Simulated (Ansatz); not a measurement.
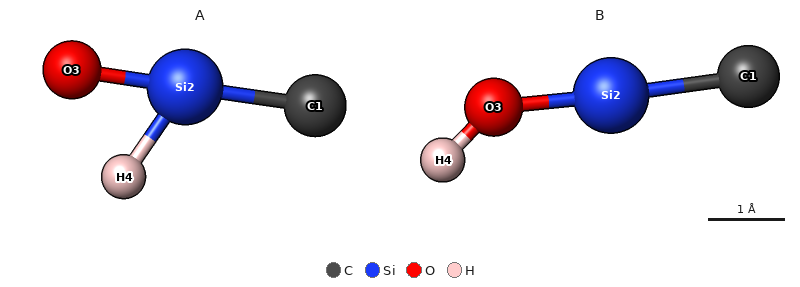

Two geometries of CHOSi (charge +1), drawn at one scale. One is the start of a relaxation, the other its converged end. A ball-and-stick model, seen face on.

The calculation used Ansatz, RKS PBE0-D4/def2-SVP. (no spin polarisation; force threshold 0.02 eV/Å; at most 50 steps)

Q: Which one is relaxed?

A: Structure B is the relaxed one. The run prepares an end point of a later path (hydrogen shift) calculation, from a guessed geometry. The largest move after the best rigid fit is that of H4, 1.10 Å. By element the largest moves are H 1.10 Å, C 0.59 Å, O 0.57 Å, Si 0.36 Å. Among the contacts that change: Si2–H4 1.440 → 2.400 Å, O3–H4 1.574 → 0.974 Å, C1–Si2 1.755 → 1.852 Å, Si2–O3 1.528 → 1.572 Å. New bonds form, among them: O3–H4 (1.57 → 0.97 Å). Bonds break, among them: Si2–H4 (1.44 → 2.40 Å). The energy falls by 363.4 kJ/mol in 11 accepted moves (12 points after the start). The largest force component goes from 2.3 to 0.01 eV/Å. The line search rejected the trial step at point 4 of the run. The run took 30 s on 1 thread of Arm Neoverse N1, with other jobs on the host, peak memory 0.13 GiB.
